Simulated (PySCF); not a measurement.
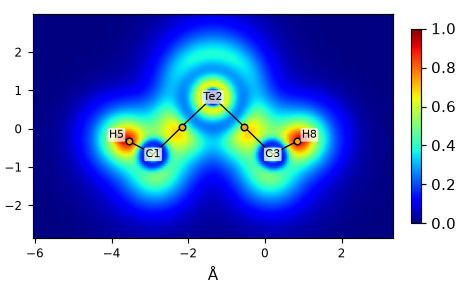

Figure 1: C2H6Te, SMILES `C[Te]C`. Localised orbital locator (LOL) in the plane of C1, Te2, C3, H5 and H8, with bond paths and bond critical points (dots).

Level of theory: LDA (SVWN)/def2-TZVP (PySCF), at a geometry from GFN2-xTB. Core potentials replace the inner electrons of Te; spin–orbit coupling isn't included. No frequency check shows the geometry to be a minimum. GFN2-xTB bond lengths at metals and heavier atoms can be off by up to 0.1 Å and shapes distorted, which carries into these values.

Coordinates in Å:

```
C1       1.5608   -1.0891    0.0001
Te2      0.0000    0.4052    0.0000
C3      -1.5609   -1.0890   -0.0001
H4       1.4835   -1.7088    0.8843
H5       2.5163   -0.5829   -0.0002
H6       1.4834   -1.7090   -0.8842
H7      -1.4838   -1.7087    0.8842
H8      -2.5163   -0.5827    0.0002
H9      -1.4836   -1.7088   -0.8843
```

**What values does LOL take at the bond critical points in this plane?**

C3–H8 and C1–H5: about 0.89; C1–Te2 and Te2–C3: about 0.60. Values above 0.5 mark slow, localised electrons, as in shared pairs; low values at a critical point mark a polar or closed-shell contact whose critical point lies between the shells.

**Where along C3–H8 does the critical point lie?**

0.71 Å from C3 and 0.37 Å from H8.

Cost of the run: 8.6 s on 1 thread of Intel(R) Xeon(R) 6975P-C (Granite Rapids) (shared host), peak memory 0.33 GiB.
